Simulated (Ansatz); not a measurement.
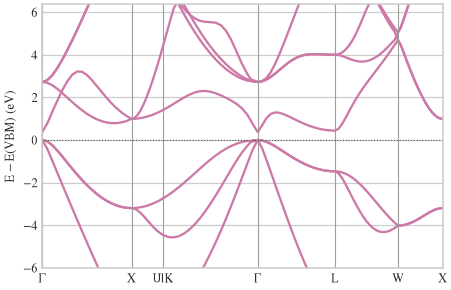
Band structure from DFT-r²SCAN in the program Ansatz with PAW potentials

Read off the gap and where the band edges lie.

About 0.4 eV (0.37 eV by a search for the band edges); maximum at Γ, minimum at Γ.

The material is Ge (diamond, space group No. 227).

Space group Fd-3m (diamond). The cell was relaxed with r²SCAN under the symmetry of its start. Spin–orbit coupling is left out wherever it is not named.

Potentials: the earlier of the program's two PAW sets.
